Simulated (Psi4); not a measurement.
# CH4BS (SMILES [BH]SC) at UHF/3-21G

Aim: the vertical doublet–quartet gap of CH4BS at UHF/3-21G, from 2 runs. 

The results are computed with Psi4 1.11.

### Step 1. The system as given

CH4BS: 7 atoms, total charge 0, spin state doublet. As SMILES, `[BH]SC`. The shape is that of a GFN2-xTB optimisation. This is one conformer, not always the lowest.

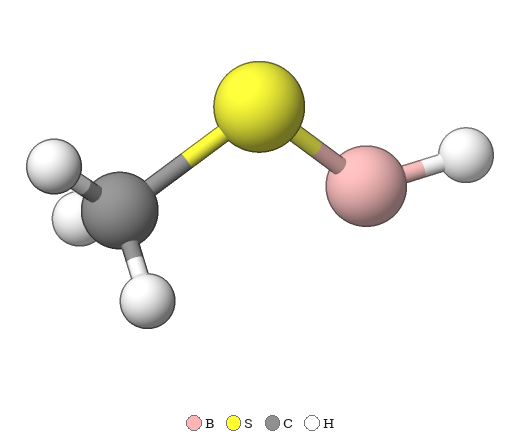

The structure, seen from a chosen angle (boron pink, sulfur yellow, carbon grey, hydrogen white).

### Step 2. Energy and forces at UHF/3-21G

calc.inp

```
memory 1.6 GB

molecule molecule1 {
  0 2
  B
  S 1 1.699722
  C 2 1.865615 1 105.52015
  H 1 1.156777 2 128.13904 3 179.94465
  H 3 1.084397 2 108.88329 1 -67.10573
  H 3 1.083789 5 110.84376 2 -120.14279
  H 3 1.08395 6 110.62947 5 122.7703
  units angstrom
  symmetry c1
}

set globals {
  basis         3-21G
  reference     uhf
  puream        true
  e_convergence 1e-09
  d_convergence 1e-08
  scf_type      pk
  maxiter       200
}

energy_value, wavefunction = gradient('scf', return_wfn=True)
oeprop(wavefunction, 'WIBERG_LOWDIN_INDICES', 'LOWDIN_CHARGES', 'MAYER_INDICES', title='SCF')
```

Launch:

```console
$ psi4 -i calc.inp -o calc.out -n 1
```

calc.out, cut to the lines that bear on the results:

```text
[...]
  Running in c1 symmetry.
[...]
  Nuclear repulsion =   87.016685052371287
[...]
  Multiplicity = 2
[...]
  Nalpha       = 16
  Nbeta        = 15
[...]
    Number of basis functions: 39
[...]
   @UHF iter   1:  -459.99084055365108   -6.42644e-01   4.46560e-03 ADIIS/DIIS
[...]
   @UHF iter  15:  -460.02476112454121   -1.36424e-12   7.23697e-09 DIIS
[...]
   @S^2 Observed:                7.609442095E-01
[...]
    Orbital Energies [Eh]
    ---------------------
    Alpha Occupied:
       1A    -91.316783     2A    -11.217202     3A     -8.919891
       4A     -7.602639     5A     -6.595352     6A     -6.592031
       7A     -6.589707     8A     -1.065143     9A     -0.911599
      10A     -0.666141    11A     -0.609424    12A     -0.608025
      13A     -0.514042    14A     -0.483726    15A     -0.394210
      16A     -0.323951
    Alpha Virtual:
      17A      0.086012    18A      0.198636    19A      0.258901
      20A      0.307798    21A      0.321180    22A      0.329377
      23A      0.399162    24A      0.583582    25A      0.601958
[...]
  @UHF Final Energy:  -460.02476112454121
   => Energetics <=
    Nuclear Repulsion Energy =             87.0166850523712867
    One-Electron Energy =                -805.7015139487800752
    Two-Electron Energy =                 258.6600677718676025
    Total Energy =                       -460.0247611245412145
  UHF NO Occupations:
  HONO-2 :   14  A 1.9981947
  HONO-1 :   15  A 1.9971335
[...]
 Multipole Moments:
 ------------------------------------------------------------------------------------
     Multipole            Electronic (a.u.)      Nuclear  (a.u.)        Total (a.u.)
 ------------------------------------------------------------------------------------
 L = 1.  Multiply by 2.5417464519 to convert [e a0] to [Debye]
 Dipole X            :          0.0018693           -0.0034792           -0.0016099
 Dipole Y            :          3.1609285           -3.8219982           -0.6610697
 Dipole Z            :         -1.5814302            1.6841831            0.1027529
 Magnitude           :                                                    0.6690096
[...]
  -Total Gradient:
     Atom            X                  Y                   Z
    ------   -----------------  -----------------  -----------------
       1       -0.000170812999     0.011739767696     0.041112885778
       2       -0.000085245778    -0.013693216003    -0.042491281426
       3        0.000749260530     0.016201478948    -0.004795985933
       4        0.000111772385    -0.011178089287     0.005594123924
       5       -0.004752319968    -0.001380141778    -0.001651229748
       6        0.003844416936    -0.001555043616    -0.002613299351
       7        0.000302928894    -0.000134755957     0.004844786754
[...]
```

It took 1.6 s on 1 thread of Intel Xeon 6975P-C (Granite Rapids), shared host; peak memory 0.18 GiB.

### Step 3. The quartet

ch4bs.py

```python
import psi4

psi4.set_memory(1600000000)
psi4.set_num_threads(1)
psi4.set_output_file('run.log', False)

geom = psi4.geometry("""
0 4
B     -1.704520    -0.370370    -0.327470
S     -0.280580    -0.951870     0.395930
C      1.000390     0.374800     0.113830
H     -2.739450    -0.884260    -0.381960
H      1.216570     0.433990    -0.947150
H      0.621480     1.320500     0.483530
H      1.886100     0.077210     0.663290
symmetry c1
""")

psi4.set_options({
    'reference': 'uhf',
    'puream': True,
    'e_convergence': 1e-09,
    'd_convergence': 1e-08,
    'scf_type': 'pk',
    'maxiter': 200,
})

E, wfn = psi4.gradient('scf/3-21G', return_wfn=True)
psi4.oeprop(wfn, 'QUADRUPOLE', 'MAYER_INDICES', 'LOWDIN_CHARGES')
print('gradient / Eh bohr^-1')
print(E.np.round(6))
print(f'energy = {wfn.energy():.10f} Eh')
for k, v in sorted(psi4.core.scalar_variables().items()):
    print(f'{k:45s} {v:18.10f}')
```

Launch:

```console
$ python ch4bs.py
```

run.log, cut to the lines that bear on the results:

```text
[...]
  Running in c1 symmetry.
[...]
  Nuclear repulsion =   87.016693227217090
[...]
  Multiplicity = 4
[...]
  Nalpha       = 17
  Nbeta        = 14
[...]
    Number of basis functions: 39
[...]
   @UHF iter   1:  -459.79534439338630   -4.47148e-01   5.79407e-03 ADIIS/DIIS
[...]
   @UHF iter  17:  -459.86683395142234   -1.53477e-12   4.96094e-09 DIIS
[...]
   @S^2 Observed:                3.767143144E+00
[...]
  @UHF Final Energy:  -459.86683395142234
   => Energetics <=
    Nuclear Repulsion Energy =             87.0166932272170897
    One-Electron Energy =                -804.3372259373309134
    Two-Electron Energy =                 257.4536987586915302
    Total Energy =                       -459.8668339514223362
  UHF NO Occupations:
  HONO-2 :   15  A 1.0000000
  HONO-1 :   16  A 1.0000000
[...]
  -Total Gradient:
     Atom            X                  Y                   Z
    ------   -----------------  -----------------  -----------------
       1        0.104234578656    -0.066521029030     0.065289401487
       2       -0.111549733171     0.053080089831    -0.060612921243
       3       -0.015357603675    -0.002012407092    -0.005512705584
       4        0.009731198144     0.012889071337    -0.003459235439
       5        0.005585233553     0.000510861060    -0.001383621065
       6        0.004023153329     0.003524456455     0.002852888257
       7        0.003333173163    -0.001471042559     0.002826193586
[...]
 Multipole Moments:
 ------------------------------------------------------------------------------------
     Multipole            Electronic (a.u.)      Nuclear  (a.u.)        Total (a.u.)
 ------------------------------------------------------------------------------------
 L = 1.  Multiply by 2.5417464519 to convert [e a0] to [Debye]
 Dipole X            :         -1.3165682            3.2462323            1.9296641
 Dipole Y            :         -2.5064271            2.6061593            0.0997322
 Dipole Z            :          0.8634953           -0.3377306            0.5257647
 Magnitude           :                                                    2.0024931
 L = 2.  Multiply by 1.3450342976 to convert [e a0^2] to [Debye ang]
 Quadrupole XX       :       -144.2974491          120.1439440          -24.1535052
 Quadrupole XY       :        -37.0230480           39.1882689            2.1652208
[...]
```

Standard output:

```text
gradient / Eh bohr^-1
[[ 0.104235 -0.066521  0.065289]
 [-0.11155   0.05308  -0.060613]
 [-0.015358 -0.002012 -0.005513]
 [ 0.009731  0.012889 -0.003459]
 [ 0.005585  0.000511 -0.001384]
 [ 0.004023  0.003524  0.002853]
 [ 0.003333 -0.001471  0.002826]]
energy = -459.8668339514 Eh
CURRENT ENERGY                                   -459.8668339514
CURRENT REFERENCE ENERGY                         -459.8668339514
DD SOLVATION ENERGY                                 0.0000000000
HF KINETIC ENERGY                                 459.9570116265
HF POTENTIAL ENERGY                              -919.8238455779
HF TOTAL ENERGY                                  -459.8668339514
HF VIRIAL RATIO                                     1.9998039433
NUCLEAR REPULSION ENERGY                           87.0166932272
ONE-ELECTRON ENERGY                              -804.3372259373
PCM POLARIZATION ENERGY                             0.0000000000
PE ENERGY                                           0.0000000000
SCF ITERATION ENERGY                             -459.8668339514
SCF ITERATIONS                                     17.0000000000
SCF TOTAL ENERGY                                 -459.8668339514
TWO-ELECTRON ENERGY                               257.4536987587
```

It took 1.7 s on 1 thread of Intel Xeon 6975P-C (Granite Rapids), shared host; peak memory 0.18 GiB.

### Step 4. What came out

Level: UHF/3-21G.

| quantity | value |
| --- | --- |
| doublet: total energy | -460.02476 Eh |
| doublet: dipole moment | 1.70 D |
| doublet: HOMO energy (highest over α and β) | -8.82 eV |
| doublet: LUMO energy (lowest over α and β) | 2.34 eV |
| doublet: ⟨S²⟩ | 0.761 |
| doublet: largest force on an atom | 2.296 eV/Å |
| quartet: total energy | -459.86683 Eh |
| quartet: dipole moment | 5.09 D |
| quartet: HOMO energy (highest over α and β) | -6.22 eV |
| quartet: LUMO energy (lowest over α and β) | -1.57 eV |
| quartet: ⟨S²⟩ | 3.767 |
| quartet: largest force on an atom | 7.190 eV/Å |
| vertical energy of the quartet above the doublet | 4.297 eV |

What this shows: At this shape the quartet lies 4.30 eV (415 kJ/mol) above the doublet. The largest force (doublet) is 2.30 eV/Å: the shape isn't a stationary point for this species at this level.
